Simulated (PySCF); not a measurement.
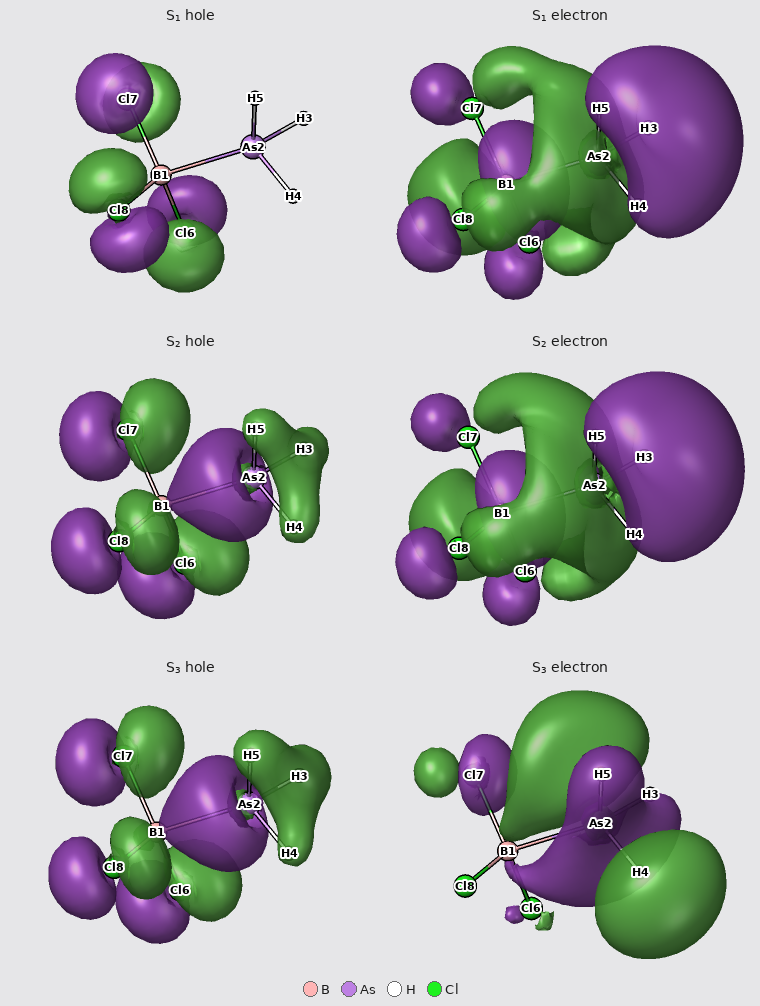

Figure. B(AsH3)Cl3 (AsBCl3H3). Leading natural transition orbitals (TDA singlet states).

Method: CAM-B3LYP/def2-SVPD; geometry: GFN2-xTB; program: PySCF. No frequency check shows the geometry to be a minimum. GFN2-xTB bond lengths at metals and heavier atoms can be off by up to 0.1 Å and shapes distorted, which carries into these values.

Cartesian coordinates (Å):

```
B1      -0.6404   -0.0014    0.0000
As2      1.5132    0.0138   -0.0007
H3       2.2429    0.7255   -1.0494
H4       2.2302   -1.2569   -0.0890
H5       2.2363    0.5648    1.1442
Cl6     -1.0375   -0.7130   -1.6186
Cl7     -1.0762    1.7448    0.2008
Cl8     -1.0300   -1.0602    1.4188
```

Describe these excited states.

By state:
- S₁: 7.01 eV (177 nm), f = 0.000 (very weak); the leading pair carries 99 %; hole on Cl6, Cl7 and Cl8 (32 % each), electron on As2 (29 %), B1 (28 %) and Cl6, Cl7 and Cl8 (8 % each); their centroids lie 1.8 Å apart; S₂ lies within 0.1 eV of it.
- S₂: 7.05 eV (176 nm), f = 0.222 (bright); the leading pair carries 93 %; hole on As2 (23 %), Cl7 (22 %) and Cl6 and Cl8 (21 % each), electron on As2 (31 %), B1 (25 %) and H3 and H5 (8 % each); their centroids lie 1.3 Å apart; S₁ lies within 0.1 eV of it.
- S₃: 7.38 eV (168 nm), f = 0.039, partly diffuse acceptor orbital; the leading pair carries 87 %; hole on As2 (26 %), Cl7 (23 %) and Cl6 and Cl8 (18 % each), electron on As2 (41 %), H4 (22 %) and Cl7 (13 %) (atom shares of so diffuse an orbital are rough); their centroids lie 1.4 Å apart; S₄ and S₅ lie within 0.1 eV of it.
